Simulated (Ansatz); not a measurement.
Effect of V → Nb on V

Base system: V in the bcc (W type) structure (space group Im-3m, No. 229; a = 2.997 Å).

It is then changed as follows: full substitution V → Nb, then cell and atoms are relaxed.

Calculations: PBE in Ansatz (plane waves to 420 eV, PAW, no spin-orbit coupling). Settings: 20×20×20 k-points, 0.05 eV Fermi–Dirac smearing, for the changed cell.

| quantity | base | changed | shift |
|---|---|---|---|
| volume per atom | 13.46 Å³ | 18.13 Å³ | +4.665 Å³ |
| density | 6.28 g/cm³ | 8.51 g/cm³ | +2.23 g/cm³ |
| lattice parameter a | 2.997 Å | 3.310 Å | +0.3125 Å |
| space group | Im-3m (No. 229) | Im-3m (No. 229) | – |
| band gap | zero | zero | – |

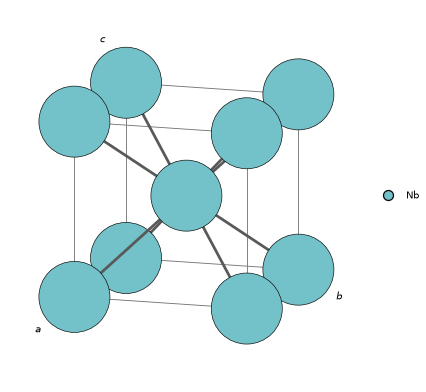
Figure. The relaxed conventional cell after the change

Whether these cells are dynamically stable was not tested. Starting moments died away, wholly or in part, for the base; another magnetic solution may exist. The final runs are not spin-polarised.

Ansatz is a quantum-chemistry and plane-wave program.
